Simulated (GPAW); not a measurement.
# C2HFO (SMILES O=C=CF) at DELTA-SCF[PBE]/real-space grid (scalar-relativistic datasets, core atom 0, core shell 1s, ionised yes)

We compute a core binding energy of C2HFO. 

Program for the calculation: GPAW 26.7.0.

2 further runs of the same task are left out: 2 that didn't finish.

**1. Starting point**

C2HFO has 5 atoms, charge 0, and is taken as a singlet. As SMILES, `O=C=CF`. The coordinates come from a GFN2-xTB relaxation.

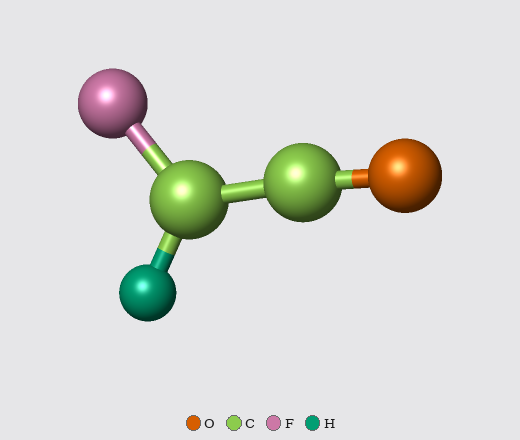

The structure, seen from a chosen angle (oxygen orange, carbon green, fluorine pink, hydrogen teal).

**2. A core binding energy at DELTA-SCF[PBE]/real-space grid (scalar-relativistic datasets, core atom 0, core shell 1s, ionised yes)**

run.py

```python
from ase import Atoms
from gpaw import GPAW, setup_paths
from gpaw.atom.configurations import parameters
from gpaw.atom.generator import Generator

# Atomic positions
molecule = Atoms(['O', 'C', 'C', 'F', 'H'],
    positions=[[  0.668810,  -1.289750,   1.336150],
               [  0.259540,  -0.545680,   0.545200],
               [ -0.128280,   0.353340,  -0.310890],
               [ -1.128200,   0.153740,  -1.202540],
               [  0.328130,   1.328360,  -0.367920]])
molecule.center(vacuum=4.0)

# Ground state
gpaw_calc = GPAW(mode='fd',
                 h=0.16,
                 xc='PBE',
                 maxiter=150,
                 poissonsolver={'name': 'MomentCorrectionPoissonSolver', 'poissonsolver': 'fast', 'moment_corrections': 9},
                 symmetry='off',
                 txt='-')
molecule.calc = gpaw_calc
e0 = molecule.get_potential_energy() + gpaw_calc.get_reference_energy()

# Dataset with a full core hole
Generator('O', xcname='PBE', scalarrel=True, corehole=(1, 0, 1.0), nofiles=True, txt=None).run(name='ch1s', **parameters['O'])
setup_paths.insert(0, '.')
gpaw_calc = GPAW(mode='fd',
                 h=0.16,
                 xc='PBE',
                 maxiter=150,
                 poissonsolver={'name': 'MomentCorrectionPoissonSolver', 'poissonsolver': 'fast', 'moment_corrections': 9},
                 symmetry='off',
                 setups={0: 'ch1s'},
                 spinpol=True,
                 txt='-')
molecule.calc = gpaw_calc
e1 = molecule.get_potential_energy() + gpaw_calc.get_reference_energy()
be = e1 - e0
print(f'O 1s binding energy     {be:.2f} eV')
```

Run with:

```sh
python run.py > run.log
```

What it wrote:

```text
[...]
Number of symmetries: 1
[...]
  Number of IBZ points: 1
[...]
Spin-components: 1 (collinear spins)
Bands:           17
[...]
  Valence electrons: 22.0
[...]
  Grid points: [60 68 64]
  Charge: 0.0  # |e|
[...]
    cutoffs:
[...]
occupation numbers:
  # Zero width
[...]
xc functional:
  name: PBE with 2 nearest neighbor stencil
[...]
|iter     |     time |      energy | eigst |  dens |
[...]
|iter:   1| 00:00:06 |  -32.857618 | +1.30 |       |
[...]
Converged in 14 steps
[...]
dipole moment: (0.115567, 0.206416, 0.007170)  # |e|*Ang
Fermi level: -4.609
[...]
|iter:  18| 00:01:24 |  -46.146776c| -7.73c| -5.44c|  -0.0000|
Converged in 18 steps
[...]
Energy contributions relative to reference atoms: (reference = -6267.880547)
Energy contributions:
  Kinetic:          43.244671
  Coulomb:         -49.238685
  Zero:              0.808694
  External:          0.000000
  Xc:              -40.961455
  Entropy:           0.000000
  Spinorbit:         0.000000
  ----------------------------
  Free energy:     -46.146776
  Extrapolated:    -46.146776
[...]
Total magnetic moment: (0.000000, 0.000000, -0.000000)
Local magnetic moments
|        x |        y |         z |
|----------|----------|-----------|
| 0.000000 | 0.000000 | -0.131657 |  # O    0
| 0.000000 | 0.000000 |  0.026893 |  # C    1
| 0.000000 | 0.000000 |  0.010005 |  # C    2
| 0.000000 | 0.000000 |  0.004592 |  # F    3
| 0.000000 | 0.000000 |  0.001300 |  # H    4
Fermi level: -13.633
Eigenvalues  # (at kpt = [0.000, 0.000, 0.000])
| band index |      eig [eV] | occ [0-1] |      eig [eV] | occ [0-1] |
|------------|---------------|-----------|---------------|-----------|
|          0 |       -40.562 |     1.000 |       -41.840 |     1.000 |
|        ... |               |           |               |           |
|          3 |       -24.641 |     1.000 |       -25.688 |     1.000 |
|          4 |       -22.893 |     1.000 |       -23.824 |     1.000 |
|          5 |       -22.566 |     1.000 |       -23.433 |     1.000 |
|          6 |       -21.699 |     1.000 |       -21.709 |     1.000 |
|          7 |       -20.278 |     1.000 |       -20.350 |     1.000 |
|          8 |       -18.229 |     1.000 |       -18.242 |     1.000 |
|          9 |       -16.485 |     1.000 |       -16.483 |     1.000 |
|         10 |       -14.420 |     1.000 |       -14.562 |     1.000 |
|         11 |       -12.694 |     0.000 |       -12.846 |     0.000 |
|         12 |        -8.145 |     0.000 |        -8.214 |     0.000 |
[...]
Gap: 1.574 eV
Transition (v -> c):
  (s=0, k=0, n=10, [0.00, 0.00, 0.00]) -> (s=1, k=0, n=11, [0.00, 0.00, 0.00])
No difference between direct/indirect transitions
vacuum-level: 0.000  # V
O 1s binding energy     539.51 eV
```

It took 85 s on 1 thread of Arm Neoverse V1, shared host; peak memory 1 GiB.

**3. What came out**

At DELTA-SCF[PBE]/real-space grid (scalar-relativistic datasets, core atom 0, core shell 1s, ionised yes):

| quantity | value |
| --- | --- |
| core binding energy | 539.51 eV |
